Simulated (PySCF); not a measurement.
**GaH2: a ladder of methods**

How much do the numbers for GaH2 (doublet) hang on the method? All levels run at one geometry, the PBE0 minimum.

Computed with PySCF 2.14.0. Level: several methods, basis Ga def2-TZVP, H def2-TZVP, no relativity, density fitting.

**1. The starting structure**

3 atoms, charge 0, spin multiplicity 2.

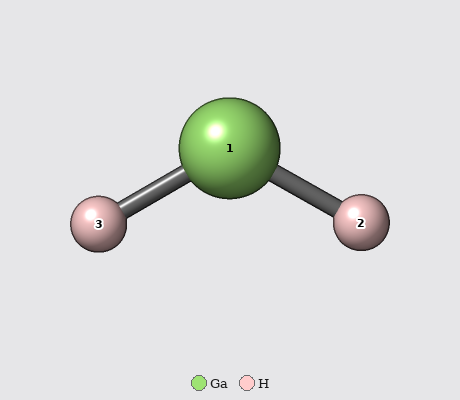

Start geometry, drawn with gallium green, hydrogen pink; atoms are numbered from 1 in the order of the file.

```xyz
3
charge 0 multiplicity 2
Ga    0.0160    0.0158    0.0000
H    -0.5463   -0.5408    1.3832
H    -0.5463   -0.5408   -1.3832
```

**2. CCSD(T)**

One driver script runs all steps and calls PySCF; scf.py shows the equivalent input of each level. Each SCF starts from the density of the minimum. The driver also runs the species with one electron less or more at the same geometry (one less: multiplicity 1, one more: multiplicity 1); their logs are not shown.

scf.py

```python
from pyscf import gto, scf, dft
mol = gto.M(atom='''
Ga     0.015976     0.015814    -0.000000
H     -0.546303    -0.540776     1.383171
H     -0.546303    -0.540776    -1.383171''',
    basis={'Ga': 'def2-TZVP', 'H': 'def2-TZVP'},
    charge=0, spin=1)
mf = scf.UHF(mol)
aux = {'Ga': 'def2-universal-JKFIT', 'H': 'def2-universal-JKFIT'}
mf = mf.density_fit(auxbasis=aux)
mf.conv_tol = 1e-08
mf.diis_space = 10
mf.max_cycle = 60
mf.verbose = 4
mf.kernel()
from pyscf import cc
mycc = cc.CCSD(mf, frozen=9).run()
mycc.ccsd_t()
```

Launch:

```console
$ OMP_NUM_THREADS=4 python axn.py task.json out
```

Log:

```text
init E= -1924.34445492047
[... the frontier-level lines of each cycle are left out ...]
cycle= 1 E= -1924.35806472514  delta_E= -0.0136  |g|= 0.104  |ddm|= 0.154
cycle= 2 E= -1924.35958869002  delta_E= -0.00152  |g|= 0.0694  |ddm|= 0.0997
cycle= 3 E= -1924.36036739828  delta_E= -0.000779  |g|= 0.00984  |ddm|= 0.0312
cycle= 4 E= -1924.36046290765  delta_E= -9.55e-05  |g|= 0.00192  |ddm|= 0.022
cycle= 5 E= -1924.36047415946  delta_E= -1.13e-05  |g|= 0.000734  |ddm|= 0.00778
cycle= 6 E= -1924.3604758587  delta_E= -1.7e-06  |g|= 0.000295  |ddm|= 0.00259
cycle= 7 E= -1924.36047612631  delta_E= -2.68e-07  |g|= 7.16e-05  |ddm|= 0.00124
cycle= 8 E= -1924.36047613995  delta_E= -1.36e-08  |g|= 1.98e-05  |ddm|= 0.000321
cycle= 9 E= -1924.36047614095  delta_E= -9.97e-10  |g|= 4.07e-06  |ddm|= 7.92e-05
Extra cycle  E= -1924.36047614097  delta_E= -2.27e-11  |g|= 2.1e-06  |ddm|= 7.23e-06
converged SCF energy = -1924.36047614097  <S^2> = 0.75530496  2S+1 = 2.0052979
CCSD nocc = (np.int64(8), np.int64(7)), nmo = (51, 51)
Init t2, MP2 energy = -0.207195421073454
UCCSD converged
E(UCCSD) = -1924.577957667617  E_corr = -0.2174815266424461
UCCSD(T) correction = -0.00771217986159868
```

This level, with the species of one electron less or more, needed 14 s of wall time on 4 threads of Arm Neoverse V1, shared host.

```
energy                                                              : -1924.585670 Eh
one electron less (charge +1)                                       : -1924.296857 Eh (singlet, ⟨S²⟩ 0.00)
one electron more (charge -1)                                       : -1924.601095 Eh (singlet, ⟨S²⟩ 0.00)
MP2 correlation in its own fitting basis (same spin, opposite spin) : -0.20763 Eh (-0.05900, -0.14863)
CCSD, (T)                                                           : -0.21748, -0.00771 Eh; T1 0.015, D1 0.046
```

**3. HF**

scf.py: that of step 2 with these lines changed.

```diff
@@ -16,3 +15,0 @@
-from pyscf import cc
-mycc = cc.CCSD(mf, frozen=9).run()
-mycc.ccsd_t()
```

The SCF cycles repeat those of step 2.

This level, with the species of one electron less or more, took under 0.5 s.

* energy: -1924.360476 Eh
* one electron less (charge +1): -1924.080276 Eh (singlet, ⟨S²⟩ 0.00)
* one electron more (charge -1): -1924.340652 Eh (singlet, ⟨S²⟩ 0.00)
* Mulliken charge of Ga1: +0.23 e

**4. PBE0**

scf.py: that of step 3 with these lines changed.

```diff
@@ -8 +8,2 @@
-mf = scf.UHF(mol)
+mf = dft.UKS(mol, xc='PBE0')
+mf.grids.atom_grid = (75, 302)
```

Log:

```text
init E= -1925.73002978934
[... the frontier-level lines of each cycle are left out ...]
cycle= 1 E= -1925.73002978927  delta_E= 6.82e-11  |g|= 3.56e-05  |ddm|= 2.36e-05
Extra cycle  E= -1925.7300297891  delta_E= 1.71e-10  |g|= 4.89e-05  |ddm|= 3.29e-05
converged SCF energy = -1925.7300297891  <S^2> = 0.75216993  2S+1 = 2.0021687
```

This level, with the species of one electron less or more, took 0.6 s.

```
energy                        : -1925.730030 Eh
one electron less (charge +1) : -1925.435565 Eh (singlet, ⟨S²⟩ 0.00)
one electron more (charge -1) : -1925.745262 Eh (singlet, ⟨S²⟩ 0.00)
Mulliken charge of Ga1        : +0.14 e
```

**5. PBE**

scf.py: that of step 4 with these lines changed.

```diff
@@ -8 +8 @@
-mf = dft.UKS(mol, xc='PBE0')
+mf = dft.UKS(mol, xc='PBE')
```

Log:

```text
init E= -1925.68622823401
[... the frontier-level lines of each cycle are left out ...]
cycle= 1 E= -1925.68705582633  delta_E= -0.000828  |g|= 0.095  |ddm|= 0.0787
cycle= 2 E= -1925.68486053279  delta_E= 0.0022  |g|= 0.154  |ddm|= 0.0917
cycle= 3 E= -1925.68835587475  delta_E= -0.0035  |g|= 0.00285  |ddm|= 0.0607
cycle= 4 E= -1925.68836243296  delta_E= -6.56e-06  |g|= 0.000328  |ddm|= 0.00546
cycle= 5 E= -1925.68836251016  delta_E= -7.72e-08  |g|= 7.64e-05  |ddm|= 0.000454
cycle= 6 E= -1925.68836251427  delta_E= -4.11e-09  |g|= 1.35e-05  |ddm|= 0.000135
Extra cycle  E= -1925.6883625143  delta_E= -2.98e-11  |g|= 1.85e-05  |ddm|= 2.44e-05
converged SCF energy = -1925.6883625143  <S^2> = 0.75137606  2S+1 = 2.0013756
```

This level, with the species of one electron less or more, took 1.4 s.

| Quantity | Value |
| --- | --- |
| energy | -1925.688363 Eh |
| one electron less (charge +1) | -1925.395921 Eh (singlet, ⟨S²⟩ 0.00) |
| one electron more (charge -1) | -1925.704749 Eh (singlet, ⟨S²⟩ 0.00) |
| Mulliken charge of Ga1 | +0.12 e |

**6. B3LYP**

scf.py: that of step 5 with these lines changed.

```diff
@@ -8 +8 @@
-mf = dft.UKS(mol, xc='PBE')
+mf = dft.UKS(mol, xc='B3LYP')
```

Log:

```text
init E= -1926.04248744175
[... the frontier-level lines of each cycle are left out ...]
cycle= 1 E= -1926.04298943973  delta_E= -0.000502  |g|= 0.0303  |ddm|= 0.0522
cycle= 2 E= -1926.0428631066  delta_E= 0.000126  |g|= 0.0431  |ddm|= 0.0309
cycle= 3 E= -1926.04313745532  delta_E= -0.000274  |g|= 0.000671  |ddm|= 0.0175
cycle= 4 E= -1926.04313839864  delta_E= -9.43e-07  |g|= 0.000211  |ddm|= 0.00254
cycle= 5 E= -1926.04313847587  delta_E= -7.72e-08  |g|= 8.28e-05  |ddm|= 0.000581
cycle= 6 E= -1926.04313848258  delta_E= -6.71e-09  |g|= 1.85e-05  |ddm|= 0.000237
Extra cycle  E= -1926.04313848263  delta_E= -4.98e-11  |g|= 2.51e-05  |ddm|= 4.54e-05
converged SCF energy = -1926.04313848263  <S^2> = 0.75207086  2S+1 = 2.0020698
```

This level, with the species of one electron less or more, needed 1.1 s of wall time on 4 threads of Arm Neoverse V1, shared host.

```
energy                        : -1926.043138 Eh
one electron less (charge +1) : -1925.746466 Eh (singlet, ⟨S²⟩ 0.00)
one electron more (charge -1) : -1926.062823 Eh (singlet, ⟨S²⟩ 0.00)
Mulliken charge of Ga1        : +0.18 e
```

**7. r2SCAN**

scf.py: that of step 6 with these lines changed.

```diff
@@ -8,2 +8,2 @@
-mf = dft.UKS(mol, xc='B3LYP')
-mf.grids.atom_grid = (75, 302)
+mf = dft.UKS(mol, xc='R2SCAN')
+mf.grids.atom_grid = (90, 434)
```

Log:

```text
init E= -1925.97298109695
[... the frontier-level lines of each cycle are left out ...]
cycle= 1 E= -1925.97369220993  delta_E= -0.000711  |g|= 0.016  |ddm|= 0.0563
cycle= 2 E= -1925.97363880059  delta_E= 5.34e-05  |g|= 0.0252  |ddm|= 0.0184
cycle= 3 E= -1925.97373683625  delta_E= -9.8e-05  |g|= 0.000384  |ddm|= 0.0101
cycle= 4 E= -1925.97373705092  delta_E= -2.15e-07  |g|= 0.000175  |ddm|= 0.00117
cycle= 5 E= -1925.97373708133  delta_E= -3.04e-08  |g|= 4.76e-05  |ddm|= 0.000311
cycle= 6 E= -1925.97373708534  delta_E= -4.01e-09  |g|= 2.12e-05  |ddm|= 0.000136
Extra cycle  E= -1925.97373708558  delta_E= -2.48e-10  |g|= 2.66e-05  |ddm|= 5.83e-05
converged SCF energy = -1925.97373708558  <S^2> = 0.75337841  2S+1 = 2.0033756
```

This level, with the species of one electron less or more, took 3.1 s.

- energy: -1925.973737 Eh
- one electron less (charge +1): -1925.674282 Eh (singlet, ⟨S²⟩ 0.00)
- one electron more (charge -1): -1925.988406 Eh (singlet, ⟨S²⟩ 0.00)
- Mulliken charge of Ga1: +0.17 e

**8. wB97X**

scf.py: that of step 7 with these lines changed.

```diff
@@ -8,2 +8,2 @@
-mf = dft.UKS(mol, xc='R2SCAN')
-mf.grids.atom_grid = (90, 434)
+mf = dft.UKS(mol, xc='WB97X')
+mf.grids.atom_grid = (75, 302)
```

Log:

```text
init E= -1926.02522742161
[... the frontier-level lines of each cycle are left out ...]
cycle= 1 E= -1926.02598490944  delta_E= -0.000757  |g|= 0.0241  |ddm|= 0.0639
cycle= 2 E= -1926.02600870121  delta_E= -2.38e-05  |g|= 0.0274  |ddm|= 0.0253
cycle= 3 E= -1926.02611472231  delta_E= -0.000106  |g|= 0.00164  |ddm|= 0.0104
cycle= 4 E= -1926.02612047173  delta_E= -5.75e-06  |g|= 0.000479  |ddm|= 0.00532
cycle= 5 E= -1926.02612117617  delta_E= -7.04e-07  |g|= 0.000138  |ddm|= 0.00253
cycle= 6 E= -1926.0261212298  delta_E= -5.36e-08  |g|= 3.88e-05  |ddm|= 0.000749
cycle= 7 E= -1926.02612123407  delta_E= -4.27e-09  |g|= 8.04e-06  |ddm|= 0.00021
Extra cycle  E= -1926.0261212342  delta_E= -1.3e-10  |g|= 4.48e-06  |ddm|= 2.07e-05
converged SCF energy = -1926.0261212342  <S^2> = 0.75274675  2S+1 = 2.0027449
```

This level, with the species of one electron less or more, took 1.3 s.

```
energy                        : -1926.026121 Eh
one electron less (charge +1) : -1925.735013 Eh (singlet, ⟨S²⟩ 0.00)
one electron more (charge -1) : -1926.048900 Eh (singlet, ⟨S²⟩ 0.00)
Mulliken charge of Ga1        : +0.18 e
```

**9. Comparison of the levels**

| level | atomisation energy (kJ/mol) | vertical ionisation energy (eV) | vertical electron affinity (eV) | −ε(HOMO) (eV) | gap (eV) | dipole (D) | wall time |
| --- | --- | --- | --- | --- | --- | --- | --- |
| CCSD(T) | 457 | 7.86 | 0.42 | – | – | – | 14 s |
| HF | 361 | 7.62 | -0.54 | 8.12 | 8.73 | 0.36 | under 0.5 s |
| PBE0 | 462 | 8.01 | 0.41 | 5.60 | 3.23 | 0.25 | 0.6 s |
| PBE | 457 | 7.96 | 0.45 | 4.60 | 1.30 | 0.21 | 1.4 s |
| B3LYP | 466 | 8.07 | 0.54 | 5.38 | 2.54 | 0.30 | 1.1 s |
| r2SCAN | 484 | 8.15 | 0.40 | 4.96 | 2.11 | 0.26 | 3.1 s |
| wB97X | 466 | 7.92 | 0.62 | 7.62 | 6.52 | 0.23 | 1.3 s |

Times are for 4 threads of Arm Neoverse V1, shared host; PBE0 starts from its own converged density, so its time is not comparable. A dash stands where a species or a free atom was not run at that level, or the quantity is not defined.

Atomisation goes to high-spin atoms in their ground configurations, run at the same level, without zero-point energy.

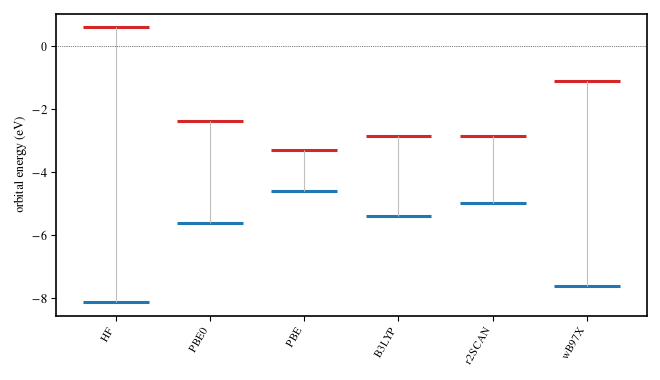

Highest occupied (blue) and lowest empty (red) levels by method.

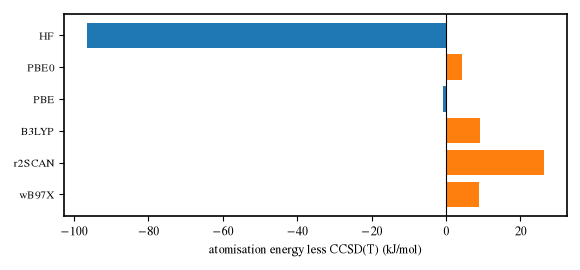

Deviation of the atomisation energy from CCSD(T).

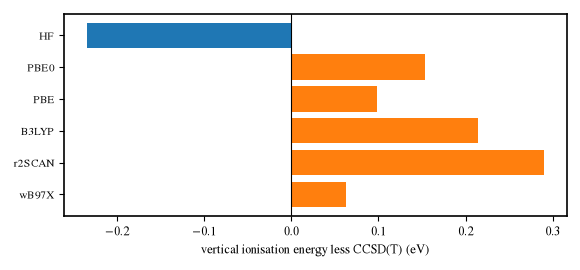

Deviation of the vertical ionisation energy from CCSD(T).

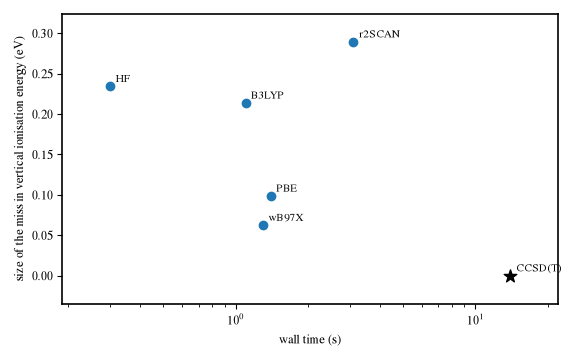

Cost against accuracy: time of each level and its distance from CCSD(T) in the vertical ionisation energy.

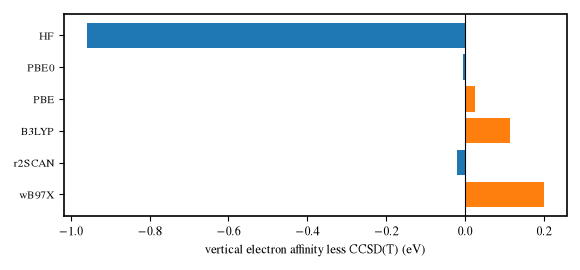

Deviation of the vertical electron affinity from CCSD(T).

**10. Results**

| quantity | value |
| --- | --- |
| atomisation energy, CCSD(T) in this basis | 457 kJ/mol |
| vertical ionisation energy, CCSD(T) | 7.86 eV |
| vertical electron affinity, CCSD(T) | 0.42 eV |
| orbital gap, range | 1.30 (PBE) to 8.73 (HF) eV |
| T1, D1 | 0.015, 0.046 |
| T1, D1 of the cation | 0.015, 0.044 |
| T1, D1 of the anion | 0.015, 0.039 |

**Reading.** In atomisation energy the functionals lie from -1 kJ/mol (PBE) to +26 kJ/mol (r2SCAN) against CCSD(T). In a basis of this size CCSD(T) binds too weakly, often by tens of kJ/mol, while functionals are nearer their limits, so this ranks no functional. HF lacks the correlation that pairing electrons in bonds brings, so it binds too weakly, by 97 kJ/mol even against this CCSD(T). Against CCSD(T), the vertical ionisation energy is best met by wB97X (+0.06 eV) and worst by r2SCAN (+0.29 eV). CCSD(T) took 14 s, about 11 times as long as wB97X (1.3 s), which misses it by 0.06 eV. For the vertical electron affinity, PBE0 comes nearest to CCSD(T) (-0.01 eV) and HF is farthest (-0.96 eV). The PBE orbital energy is a poor guide to ionisation (4.6 eV, 3.3 eV too small); the difference of PBE energies gives 8.0 eV. Without diffuse functions electron affinities tend to come out too low.
